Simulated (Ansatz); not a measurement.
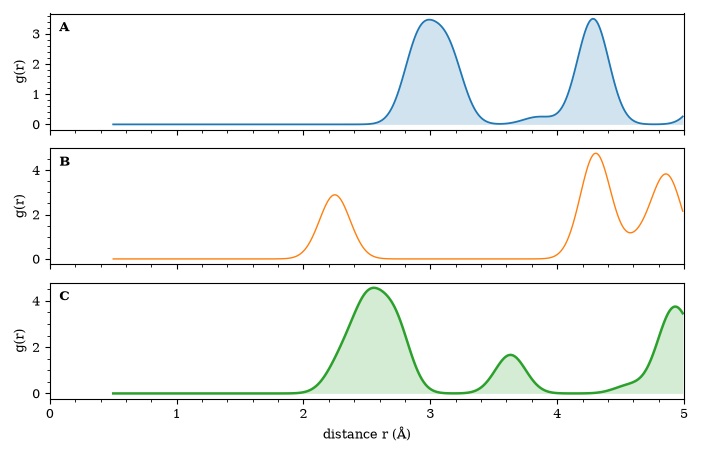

Calculated partial radial distribution functions of Li2P, each distance broadened by a Gaussian of σ = 0.12 Å. Structure used: the geometry relaxed with DFT PBE, scalar-relativistic, plane waves, PAW (Ansatz); the starting structure was generated, so it need not be a known form of this composition.

```
Li P
1.0
     4.30886    0.00000    0.00000
    -2.15443    3.73158    0.00000
     0.00000    0.00000    6.89954
Li P
4 2
Cartesian
  0.0000 0.0000 0.0000
  0.0000 2.4877 1.5209
  2.1544 1.2439 3.4498
  0.0000 2.4877 5.3786
  2.1544 1.2439 1.1318
  2.1544 1.2439 5.7678
```

Assign each lettered curve to its atom pair.

panel A is Li–Li (first distance 2.92 Å); panel B is P–P (first distance 2.26 Å); panel C is Li–P (first distance 2.32 Å).

Give the first two coordination shells of each pair (distances closer than 0.12 Å counted as one shell; neighbours averaged over all atoms of the first element).

| pair | first shell (Å) | neighbours in it | second shell (Å) | neighbours in the second |
| --- | --- | --- | --- | --- |
| Li–Li | 2.92 | 3 Li per Li | 3.04–3.15 | 3.5 |
| P–P | 2.26 | 1 P per P | 4.31 | 6 |
| Li–P | 2.32 | 0.5 P per Li | 2.52 | 1.5 |
